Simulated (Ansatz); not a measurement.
# Yb: which magnetic state does the SCF reach?

Wanted: the lowest electronic state of Yb in this cell. One SCF may end in a higher state, so several starts are tried. The cell (2 atoms) is Yb in its deposited structure (space group P6_3/mmc). Source: COD entry 1540221, which need not be the ambient phase.

Computed with Ansatz 0.2.0 (DFT LDA+U, PAW, plane waves, scalar-relativistic; U − J = 5.6 eV on Yb f, unless a step's input says otherwise).

### Step 1. Starting point

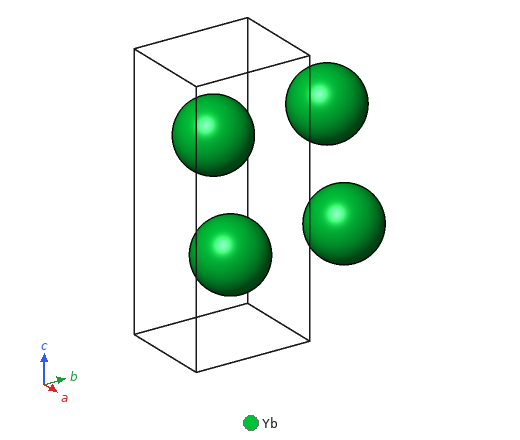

The starting structure, seen slightly off an axis (ytterbium green). 1×2×1 cells are drawn.

Structure file:

```
Yb
1.0
     3.87990    0.00000    0.00000
    -1.93995    3.36009    0.00000
     0.00000    0.00000    6.38590
Yb
2
Direct
  0.33333 0.66667 0.25000
  0.66667 0.33333 0.75000
```

Atoms are counted from 1 in the order of input.yaml (Yb2 and so on).

The first starts: parallel moments, plain SCF; opposed moments +-, plain SCF; no spin polarisation; spin on, no moments given (the program may seed its own), plain SCF. Further starts follow from what these give.

A plain SCF has the search for lower states switched off and ends at the first converged state. Ends within 0.2 meV/atom and 0.1 μB count as one state.

Site moments are integrals over atomic spheres and don't add up to the total.

### Step 2. Parallel moments, plain SCF

File input.yaml:

```yaml
crystal:
  lattice:
    - [3.87989915, 0.0, 0.0]
    - [-1.93994957, 3.36009123, 0.0]
    - [0.0, 0.0, 6.3859]
  atoms:
    - { symbol: Yb, position: [0.33333333, 0.66666667, 0.25], spin: 1.0 }
    - { symbol: Yb, position: [0.66666667, 0.33333333, 0.75], spin: 1.0 }
magnetization:
  spin_polarized: true
hamiltonian:
  xc: lda
  pseudopotentials: { kind: paw }
  hubbard: { sites: [{ species: Yb, l: f, u_eff: 5.6 }] }
basis:
  ecutwfc: 420
kpoints:
  mp_grid: { grid: [7, 7, 4] }
scf:
  occupations: { method: fermi_dirac, width: 0.1 }
  lower_state_search: "off"
output:
  forces: true
  stress: true
```

Output, shortened:

```text
Yb: projections on atomic orbitals take those of the free atom [Kr 4d10] 4f14 5s2 5p6 5d0 6s2, of charge +0.00 (hamiltonian.pseudopotentials.projection_atoms); the dataset's partial waves leave at most 1.5e-4 of an orbital's norm unspanned inside its sphere
[...]
Pseudopotentials: kind: paw
Pseudopotential: Yb, paw, valence charge 24, recommended cutoff 420 eV (normal), Yb.paw.azcp
Functional definition: SPW92
[...]
Crystal: 2 atoms, lattice volume = 83.252 Å³
Basis set: ecut = 420 eV, 1665 PW (Γ)
Bands: 30, of which v1, the nominal top of the filled ones, is band 24 counted from 1 (23 counted from 0)
Symmetry: 24 space group operations
Space group: P63/mmc (ITA 194), of the structure as read, at distance tolerance 4.4e-5 Å
Magnetic group: BNS 194.263 (UNI 1493), of the structure as read, at distance tolerance 4.4e-5 Å
k-points: 24 of 196
[...]
Starting moments: Σ|m| = 2 μB on 2 of 2 sites
[...]
SCF iter   1: F=—  HF=-27120.549303 eV  |F-HF|=—  |Δ(HF+E_count)|=         —  Δρ=7.74e-2 (↑2.93e-2 ↓7.74e-2)  dr2=1.69e0  dr2_m=2.12e0  M=0.154 μB ∫|m|=0.154 μB  β_m=0.30  ethr=3.10e-3  ⟨swp⟩=5.0  Hψ=5344  notcnv=0
[...]
spin=Collinear: Kerker preconditioning applied to the charge; magnetization (m = ρ↑ − ρ↓) channel mixes plain (no charge-response kernel on spin).
[...]
spin-set hold released at iteration 8 (site moments contracting): the magnetisation degrees of freedom join the quasi-Newton model from the next iteration; the mixer history was flushed
[...]
SCF iter  16: F=-27120.594284 eV  HF=-27120.594284 eV  |F-HF|=4.37e-11  |Δ(HF+E_count)|=   1.20e-8  Δρ=3.01e-7 (↑2.25e-7 ↓3.01e-7)  dr2=1.09e-10  dr2_m=3.86e-11  M=0.000 μB ∫|m|=0.000 μB  ethr=3.21e-12  ⟨swp⟩=2.5  Hψ=5582  notcnv=0
WARN: the starting moments were not kept: the SCF closed with an absolute magnetisation of 2.8e-5 μB, where they sum to 2 μB in size (2 sites). That is at most 0.1 of that sum. Measured as dr2_m measures the in/out step, that magnetisation stands 3.1e-11 eV from none, at or under the [...]
the last iteration of the SCF fills more bands at one k-point than at another: 23 at σ=↑ k=15 and 24 at σ=↑ k=0; 23 at σ=↓ k=15 and 24 at σ=↓ k=0 (a band counts as filled where it holds over half of its capacity, the bands of one level by their mean; [...]
SCF converged after 16 iterations
Magnetization: 0.0000 μB (24.0000 up, 24.0000 down)
Absolute magnetization: 0.0000 μB (∫|ρ↑−ρ↓|, with the PAW one-centre terms)
Spin contamination: 0.0000 ħ² per cell (⟨S²⟩ above its minimum at these occupations)
Per-site moments (μB) at R_I (Å): [(6.325102457827277e-6, 1.600458399846158), (6.325102457102518e-6, 1.600458399846158)]
Free energy (F): -27120.594284 eV
[...]
E sigma→0 (E₀):  -27120.559151 eV
Entropy (-TS):   -0.070267 eV (-35.133 meV/atom)
Fermi energy:    8.675591 eV
[...]
--- Forces (eV/Å), atoms counted from 1 ---
  atom   1  Yb     0.00000000     0.00000000     0.00000000
  atom   2  Yb     0.00000000    -0.00000000     0.00000000
[...]
--- Stress (GPa, compression-positive) ---
       -2.709294      -0.000000       0.000000
       -0.000000      -2.709294       0.000000
        0.000000       0.000000      -2.625479
  P = ⅓ Tr σ = -2.6814 GPa (-26.814 kbar)
Occupation matrices written to <dir>
```

It took 7.1 s on 2 threads of an Arm CPU, shared host; peak memory 0.43 GiB.

End: non-magnetic, no gap on the k-mesh.

### Step 3. Opposed moments +-, plain SCF

Edit input.yaml of step 2 so:

```diff
@@ -7,3 +7,3 @@
     - { symbol: Yb, position: [0.33333333, 0.66666667, 0.25], spin: 1.0 }
-    - { symbol: Yb, position: [0.66666667, 0.33333333, 0.75], spin: 1.0 }
+    - { symbol: Yb, position: [0.66666667, 0.33333333, 0.75], spin: -1.0 }
 magnetization:
```

Output, shortened:

```text
[... 10 lines as in an earlier run ...]
Symmetry: 12 space group operations
Space group: P-6m2 (ITA 187), of the structure as read, at distance tolerance 4.4e-5 Å
Magnetic group: BNS 194.267 (UNI 1497), of the structure as read, at distance tolerance 4.4e-5 Å
k-points: 24 of 196 (time reversal used)
[... 5 lines as in an earlier run ...]
Starting moments: Σ|m| = 2 μB on 2 of 2 sites
Starting magnetic order: antiferromagnet; an inversion exchanges its spin sublattices: spin-degenerate at every k-point
[... 2 lines as in an earlier run ...]
SCF iter   1: F=—  HF=-27120.550296 eV  |F-HF|=—  |Δ(HF+E_count)|=         —  Δρ=5.85e-2 (↑5.85e-2 ↓5.85e-2)  dr2=1.69e0  dr2_m=2.12e0  M=0.000 μB ∫|m|=0.095 μB  β_m=0.30  ethr=3.10e-3  ⟨swp⟩=5.1  Hψ=5324  notcnv=0
[...]
[... 1 line as in an earlier run ...]
[...]
spin-set hold released at iteration 8 (site moments contracting): the magnetisation degrees of freedom join the quasi-Newton model from the next iteration; the mixer history was flushed
[...]
SCF iter  17: F=-27120.594284 eV  HF=-27120.594284 eV  |F-HF|=5.82e-11  |Δ(HF+E_count)|=  5.68e-10  Δρ=1.72e-7 (↑1.70e-7 ↓1.72e-7)  dr2=1.86e-10  dr2_m=1.50e-12  M=0.000 μB ∫|m|=0.000 μB  ethr=6.07e-12  ⟨swp⟩=2.1  Hψ=4334  notcnv=0
WARN: the starting moments were not kept: the SCF closed with an absolute magnetisation of 3.0e-6 μB, where they sum to 2 μB in size (2 sites). That is at most 0.1 of that sum. Measured as dr2_m measures the in/out step, that magnetisation stands 3.3e-13 eV from none, at or under the [...]
[... 1 line as in an earlier run ...]
[...]
SCF converged after 17 iterations
Magnetization: 0.0000 μB (24.0000 up, 24.0000 down)
Absolute magnetization: 0.0000 μB (∫|ρ↑−ρ↓|, with the PAW one-centre terms)
Spin contamination: 0.0000 ħ² per cell (⟨S²⟩ above its minimum at these occupations)
Per-site moments (μB) at R_I (Å): [(-4.278016747805672e-7, 1.600458399846158), (4.3705779981122567e-7, 1.600458399846158)]
Free energy (F): -27120.594284 eV
[...]
E sigma→0 (E₀):  -27120.559151 eV
Entropy (-TS):   -0.070267 eV (-35.133 meV/atom)
Fermi energy:    8.675591 eV
[... 27 lines left out: energy terms, forces, stress ...]
Occupation matrices written to <dir>
```

It took 14 s on 2 threads of an Arm CPU, shared host; peak memory 0.4 GiB.

The run ends in the same state as step 2 (non-magnetic); it took 17 iterations.

### Step 4. No spin polarisation

Edit input.yaml of step 3 so:

```diff
@@ -6,6 +6,4 @@
   atoms:
-    - { symbol: Yb, position: [0.33333333, 0.66666667, 0.25], spin: 1.0 }
-    - { symbol: Yb, position: [0.66666667, 0.33333333, 0.75], spin: -1.0 }
-magnetization:
-  spin_polarized: true
+    - { symbol: Yb, position: [0.33333333, 0.66666667, 0.25] }
+    - { symbol: Yb, position: [0.66666667, 0.33333333, 0.75] }
 hamiltonian:
```

Output, shortened:

```text
[... 1 line as in an earlier run ...]
band count auto-derived: 30, from the close of a first SCF at 29 (N_el = 48.0; filled up to band 24; 29 by the electrons, moments and atoms)
[... 8 lines as in an earlier run ...]
Bands: 29, of which v1, the nominal top of the filled ones, is band 24 counted from 1 (23 counted from 0)
[... 10 lines as in an earlier run ...]
SCF iter   1: F=—  HF=-27121.101703 eV  |F-HF|=—  |Δ(HF+E_count)|=         —  Δρ=5.11e-2  dr2=1.70e0  ethr=3.10e-3  ⟨swp⟩=5.1  Hψ=2674  notcnv=0
[...]
SCF 1, on 29 bands, converged in 9 iterations: F = -27120.594284 eV; the run's SCF on all bands comes behind
The result of the SCF on 29 bands, without a stress, told ahead of the SCF on all bands, whose result is the run's:
SCF converged after 9 iterations
Free energy (F): -27120.594284 eV
[...]
E sigma→0 (E₀):  -27120.559151 eV
[...]
Of that result alone: the last iteration of the SCF fills more bands at one k-point than at another: 23 at k=15 and 24 at k=0 (a band counts as filled where it holds over half of its capacity, the bands of one level by their mean; [...]
Bands: 30, of which v1, the nominal top of the filled ones, is band 24 counted from 1 (23 counted from 0)
[...]
SCF iter   2: F=-27120.594284 eV  HF=-27120.594284 eV  |F-HF|=1.67e-9  |Δ(HF+E_count)|=   6.49e-7  Δρ=3.53e-6  dr2=7.89e-9  ethr=2.95e-11  ⟨swp⟩=8.9  Hψ=4049  notcnv=0
the last iteration of the SCF fills more bands at one k-point than at another: 23 at k=15 and 24 at k=0 (a band counts as filled where it holds over half of its capacity, the bands of one level by their mean; [...]
SCF converged after 11 iterations (9 of them on 29 bands)
Free energy (F): -27120.594284 eV
[...]
E sigma→0 (E₀):  -27120.559151 eV
Entropy (-TS):   -0.070266 eV (-35.133 meV/atom)
Fermi energy:    8.675590 eV
[... 32 lines left out: energy terms, forces, stress, bands ...]
Occupation matrices written to <dir>
```

Wall time 5.1 s (2 threads of an Arm CPU, shared host); peak memory 0.39 GiB.

Nothing new: the 11 iterations lead to the state found in step 2 (non-magnetic).

### Step 5. Spin on, no moments given (the program may seed its own), plain SCF

Edit input.yaml of step 4 so:

```diff
@@ -22 +22,3 @@
   stress: true
+magnetization:
+  spin_polarized: true
```

Output, shortened:

```text
[... 21 lines as in an earlier run ...]
SCF iter   1: F=—  HF=-27121.101703 eV  |F-HF|=—  |Δ(HF+E_count)|=         —  Δρ=2.56e-2 (↑2.56e-2 ↓2.56e-2)  dr2=1.70e0  dr2_m=0.00e0  M=0.000 μB ∫|m|=0.000 μB  β_m=0.30  ethr=3.10e-3  ⟨swp⟩=5.1  Hψ=2674  notcnv=0
[...]
[... 1 line as in an earlier run ...]
[...]
SCF 1, on 29 bands, converged in 13 iterations: F = -27120.594284 eV; the run's SCF on all bands comes behind
The result of the SCF on 29 bands, without a stress, told ahead of the SCF on all bands, whose result is the run's:
SCF converged after 13 iterations
Magnetization: 0.0000 μB (24.0000 up, 24.0000 down)
Absolute magnetization: 0.0000 μB (∫|ρ↑−ρ↓|)
Spin contamination: 0.0000 ħ² per cell (⟨S²⟩ above its minimum at these occupations)
Per-site moments (μB) at R_I (Å): [(0.0, 1.600458399846158), (0.0, 1.600458399846158)]
[...]
Bands: 30, of which v1, the nominal top of the filled ones, is band 24 counted from 1 (23 counted from 0)
[...]
[... 1 line as in an earlier run ...]
SCF iter   2: F=-27120.594284 eV  HF=-27120.594284 eV  |F-HF|=1.49e-8  |Δ(HF+E_count)|=   1.30e-6  Δρ=2.76e-6 (↑2.76e-6 ↓2.76e-6)  dr2=5.47e-8  dr2_m=0.00e0  M=0.000 μB ∫|m|=0.000 μB  ethr=1.55e-10  ⟨swp⟩=8.3  Hψ=3735  notcnv=0
[... 1 line as in an earlier run ...]
[...]
SCF converged after 15 iterations (13 of them on 29 bands)
Magnetization: 0.0000 μB (24.0000 up, 24.0000 down)
Absolute magnetization: 0.0000 μB (∫|ρ↑−ρ↓|)
Spin contamination: 0.0000 ħ² per cell (⟨S²⟩ above its minimum at these occupations)
Per-site moments (μB) at R_I (Å): [(0.0, 1.600458399846158), (0.0, 1.600458399846158)]
Free energy (F): -27120.594284 eV
[...]
E sigma→0 (E₀):  -27120.559152 eV
Entropy (-TS):   -0.070265 eV (-35.133 meV/atom)
Fermi energy:    8.675594 eV
[... 32 lines left out: energy terms, forces, stress, bands ...]
Occupation matrices written to <dir>
```

Run time: 6.5 s. Hardware: 2 threads of an Arm CPU, shared host; peak memory 0.42 GiB.

Nothing new: the 15 iterations lead to the state found in step 2 (non-magnetic).

### Step 6. Parallel moments scaled by 0.03, plain SCF

Edit input.yaml of step 5 so:

```diff
@@ -6,4 +6,6 @@
   atoms:
-    - { symbol: Yb, position: [0.33333333, 0.66666667, 0.25] }
-    - { symbol: Yb, position: [0.66666667, 0.33333333, 0.75] }
+    - { symbol: Yb, position: [0.33333333, 0.66666667, 0.25], spin: 0.03 }
+    - { symbol: Yb, position: [0.66666667, 0.33333333, 0.75], spin: 0.03 }
+magnetization:
+  spin_polarized: true
 hamiltonian:
@@ -22,3 +24 @@
   stress: true
-magnetization:
-  spin_polarized: true
```

Output, shortened:

```text
[... 20 lines as in an earlier run ...]
Starting moments: Σ|m| = 0.06 μB on 2 of 2 sites
[... 2 lines as in an earlier run ...]
SCF iter   1: F=—  HF=-27121.101168 eV  |F-HF|=—  |Δ(HF+E_count)|=         —  Δρ=2.71e-2 (↑2.41e-2 ↓2.71e-2)  dr2=1.70e0  dr2_m=1.91e-3  M=0.005 μB ∫|m|=0.005 μB  β_m=0.30  ethr=3.10e-3  ⟨swp⟩=5.0  Hψ=5254  notcnv=0
[...]
[... 1 line as in an earlier run ...]
[...]
spin-set hold released at iteration 8 (site moments contracting): the magnetisation degrees of freedom join the quasi-Newton model from the next iteration; the mixer history was flushed
[...]
SCF 1, on 29 bands, converged in 14 iterations: F = -27120.594284 eV; the run's SCF on all bands comes behind
The result of the SCF on 29 bands, without a stress, told ahead of the SCF on all bands, whose result is the run's:
SCF converged after 14 iterations
Magnetization: 0.0000 μB (24.0000 up, 24.0000 down)
Absolute magnetization: 0.0000 μB (∫|ρ↑−ρ↓|, with the PAW one-centre terms)
Spin contamination: 0.0000 ħ² per cell (⟨S²⟩ above its minimum at these occupations)
[...]
WARN, of that result alone: the starting moments were not kept: the SCF closed with an absolute magnetisation of 2.6e-5 μB, where they sum to 0.06 μB in size (2 sites). That is at most 0.1 of that sum. Measured as dr2_m measures the in/out step, that magnetisation stands 2.5e-11 eV from [...]
Starting moments: Σ|m| = 0.06 μB on 2 of 2 sites; this step starts from the density that it was given
[...]
[... 1 line as in an earlier run ...]
SCF iter   2: F=-27120.594284 eV  HF=-27120.594284 eV  |F-HF|=3.31e-9  |Δ(HF+E_count)|=   3.64e-8  Δρ=1.55e-6 (↑1.55e-6 ↓1.53e-6)  dr2=1.25e-8  dr2_m=2.13e-11  M=0.000 μB ∫|m|=0.000 μB  ethr=2.96e-11  ⟨swp⟩=8.3  Hψ=7330  notcnv=0
WARN: the starting moments were not kept: the SCF closed with an absolute magnetisation of 2.2e-5 μB, where they sum to 0.06 μB in size (2 sites). That is at most 0.1 of that sum. Measured as dr2_m measures the in/out step, that magnetisation stands 1.7e-11 eV from none, at or under the [...]
[... 1 line as in an earlier run ...]
[...]
SCF converged after 16 iterations (14 of them on 29 bands)
Magnetization: 0.0000 μB (24.0000 up, 24.0000 down)
Absolute magnetization: 0.0000 μB (∫|ρ↑−ρ↓|, with the PAW one-centre terms)
Spin contamination: 0.0000 ħ² per cell (⟨S²⟩ above its minimum at these occupations)
Per-site moments (μB) at R_I (Å): [(4.947302818397977e-6, 1.600458399846158), (4.947302818134414e-6, 1.600458399846158)]
Free energy (F): -27120.594284 eV
[...]
E sigma→0 (E₀):  -27120.559151 eV
Entropy (-TS):   -0.070266 eV (-35.133 meV/atom)
Fermi energy:    8.675585 eV
[... 32 lines left out: energy terms, forces, stress, bands ...]
Occupation matrices written to <dir>
```

It took 9.1 s on 2 threads of an Arm CPU, shared host; peak memory 0.43 GiB.

The run ends in the same state as step 2 (non-magnetic); it took 16 iterations.

### Step 7. Moments ++ scaled by 1.4, plain SCF

Edit input.yaml of step 6 so:

```diff
@@ -6,4 +6,4 @@
   atoms:
-    - { symbol: Yb, position: [0.33333333, 0.66666667, 0.25], spin: 0.03 }
-    - { symbol: Yb, position: [0.66666667, 0.33333333, 0.75], spin: 0.03 }
+    - { symbol: Yb, position: [0.33333333, 0.66666667, 0.25], spin: 1.4 }
+    - { symbol: Yb, position: [0.66666667, 0.33333333, 0.75], spin: 1.4 }
 magnetization:
```

Output, shortened:

```text
[... 9 lines as in an earlier run ...]
Bands: 31, of which v1, the nominal top of the filled ones, is band 24 counted from 1 (23 counted from 0)
[... 9 lines as in an earlier run ...]
Starting moments: Σ|m| = 2.8 μB on 2 of 2 sites
[... 2 lines as in an earlier run ...]
SCF iter   1: F=—  HF=-27120.079455 eV  |F-HF|=—  |Δ(HF+E_count)|=         —  Δρ=9.84e-2 (↑5.00e-2 ↓9.84e-2)  dr2=1.68e0  dr2_m=4.15e0  M=0.207 μB ∫|m|=0.207 μB  β_m=0.30  ethr=3.10e-3  ⟨swp⟩=5.1  Hψ=5557  notcnv=0
[...]
[... 1 line as in an earlier run ...]
[...]
spin-set hold released at iteration 8 (site moments contracting): the magnetisation degrees of freedom join the quasi-Newton model from the next iteration; the mixer history was flushed
[...]
SCF iter  17: F=-27120.594284 eV  HF=-27120.594284 eV  |F-HF|=1.46e-11  |Δ(HF+E_count)|=  5.60e-10  Δρ=4.97e-8 (↑3.86e-8 ↓4.97e-8)  dr2=9.89e-12  dr2_m=4.53e-13  M=0.000 μB ∫|m|=0.000 μB  ethr=1.00e-12  ⟨swp⟩=1.8  Hψ=4304  notcnv=0
WARN: the starting moments were not kept: the SCF closed with an absolute magnetisation of 3.1e-6 μB, where they sum to 2.8 μB in size (2 sites). That is at most 0.1 of that sum. Measured as dr2_m measures the in/out step, that magnetisation stands 3.9e-13 eV from none, at or under the [...]
[... 1 line as in an earlier run ...]
[...]
SCF converged after 17 iterations
Magnetization: 0.0000 μB (24.0000 up, 24.0000 down)
Absolute magnetization: 0.0000 μB (∫|ρ↑−ρ↓|, with the PAW one-centre terms)
Spin contamination: 0.0000 ħ² per cell (⟨S²⟩ above its minimum at these occupations)
Per-site moments (μB) at R_I (Å): [(6.271526359378213e-7, 1.600458399846158), (6.271526359873799e-7, 1.600458399846158)]
Free energy (F): -27120.594284 eV
[...]
E sigma→0 (E₀):  -27120.559151 eV
Entropy (-TS):   -0.070267 eV (-35.133 meV/atom)
Fermi energy:    8.675592 eV
[... 27 lines left out: energy terms, forces, stress ...]
Occupation matrices written to <dir>
```

Run time: 7.5 s. Hardware: 2 threads of an Arm CPU, shared host; peak memory 0.44 GiB.

The run ends in the same state as step 2 (non-magnetic); it took 17 iterations.

### Step 8. A moment on one site alone, plain SCF

Edit input.yaml of step 7 so:

```diff
@@ -6,4 +6,4 @@
   atoms:
-    - { symbol: Yb, position: [0.33333333, 0.66666667, 0.25], spin: 1.4 }
-    - { symbol: Yb, position: [0.66666667, 0.33333333, 0.75], spin: 1.4 }
+    - { symbol: Yb, position: [0.33333333, 0.66666667, 0.25], spin: 1.0 }
+    - { symbol: Yb, position: [0.66666667, 0.33333333, 0.75] }
 magnetization:
```

Output, shortened:

```text
[... 12 lines as in an earlier run ...]
Magnetic group: BNS 187.209 (UNI 1439), of the structure as read, at distance tolerance 4.4e-5 Å
[... 6 lines as in an earlier run ...]
Starting moments: Σ|m| = 1 μB on 1 of 2 sites
[... 2 lines as in an earlier run ...]
SCF iter   1: F=—  HF=-27120.826074 eV  |F-HF|=—  |Δ(HF+E_count)|=         —  Δρ=5.77e-2 (↑2.75e-2 ↓5.77e-2)  dr2=1.70e0  dr2_m=1.06e0  M=0.080 μB ∫|m|=0.082 μB  β_m=0.30  ethr=3.10e-3  ⟨swp⟩=5.0  Hψ=5218  notcnv=0
[...]
[... 1 line as in an earlier run ...]
[...]
spin-set hold released at iteration 8 (site moments contracting): the magnetisation degrees of freedom join the quasi-Newton model from the next iteration; the mixer history was flushed
[...]
SCF iter  17: F=-27120.594284 eV  HF=-27120.594284 eV  |F-HF|=1.67e-10  |Δ(HF+E_count)|=   1.58e-9  Δρ=2.13e-7 (↑2.13e-7 ↓1.90e-7)  dr2=2.30e-10  dr2_m=4.93e-12  M=-0.000 μB ∫|m|=0.000 μB  ethr=8.37e-12  ⟨swp⟩=2.2  Hψ=5381  notcnv=0
WARN: the starting moments were not kept: the SCF closed with an absolute magnetisation of 8.5e-6 μB, where they sum to 1 μB in size (1 site). That is at most 0.1 of that sum. Measured as dr2_m measures the in/out step, that magnetisation stands 2.6e-12 eV from none, at or under the [...]
[... 1 line as in an earlier run ...]
[...]
SCF converged after 17 iterations
Magnetization: -0.0000 μB (24.0000 up, 24.0000 down)
Absolute magnetization: 0.0000 μB (∫|ρ↑−ρ↓|, with the PAW one-centre terms)
Spin contamination: 0.0000 ħ² per cell (⟨S²⟩ above its minimum at these occupations)
Per-site moments (μB) at R_I (Å): [(-2.2532285195241547e-6, 1.600458399846158), (-6.510511072498062e-7, 1.600458399846158)]
Free energy (F): -27120.594284 eV
[...]
E sigma→0 (E₀):  -27120.559151 eV
Entropy (-TS):   -0.070267 eV (-35.133 meV/atom)
Fermi energy:    8.675593 eV
[... 27 lines left out: energy terms, forces, stress ...]
Occupation matrices written to <dir>
```

It took 13 s on 2 threads of an Arm CPU, shared host; peak memory 0.4 GiB.

This is the state of step 2 again (non-magnetic), after 17 iterations.

### Step 9. The runs side by side

| step | iterations | state | moments of Yb1 Yb2 (μB) | total (μB) | gap (eV) | pressure (GPa) | above lowest (meV/atom) |
| --- | --- | --- | --- | --- | --- | --- | --- |
| 2 | 16 | 1 | 0.00 0.00 | 0.00 | none | -2.7 | 0.0 |
| 3 | 17 | 1 | 0.00 0.00 | 0.00 | none | -2.7 | 0.0 |
| 4 | 11 | 1 | 0.00 0.00 | 0.00 | none | -2.7 | 0.0 |
| 5 | 15 | 1 | 0.00 0.00 | 0.00 | none | -2.7 | 0.0 |
| 6 | 16 | 1 | 0.00 0.00 | 0.00 | none | -2.7 | 0.0 |
| 7 | 17 | 1 | 0.00 0.00 | 0.00 | none | -2.7 | 0.0 |
| 8 | 17 | 1 | 0.00 0.00 | 0.00 | none | -2.7 | 0.0 |

States are numbered from the lowest. Starts by step: 2 parallel moments, plain SCF; 3 opposed moments +-, plain SCF; 4 no spin polarisation; 5 spin on, no moments given (the program may seed its own), plain SCF; 6 parallel moments scaled by 0.03, plain SCF; 7 moments ++ scaled by 1.4, plain SCF; 8 a moment on one site alone, plain SCF.

The 7 runs of this session took 62 s in all, from 5.1 s to 14 s each.

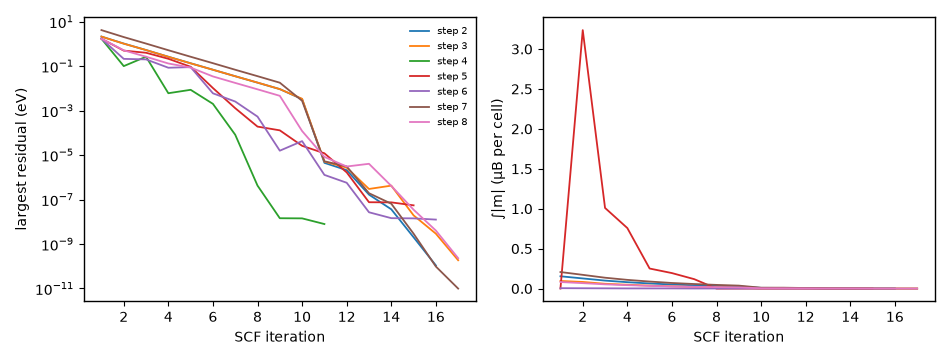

Residual and absolute moment along the iterations.

### Step 10. Outcome

| quantity | value |
| --- | --- |
| distinct states | 1 from 7 converged runs |
| lowest state from plain starts | non-magnetic |
| total moment | 0.00 μB per cell |
| gap on the k-mesh | none |
| pressure | -2.7 GPa |
| largest force | 0.000 eV/Å |

The 7 converged runs end in 1 distinct state. Spin polarisation gains nothing here: every starting moment dies out. The search isn't exhaustive: larger magnetic cells and non-collinear orders weren't tried.
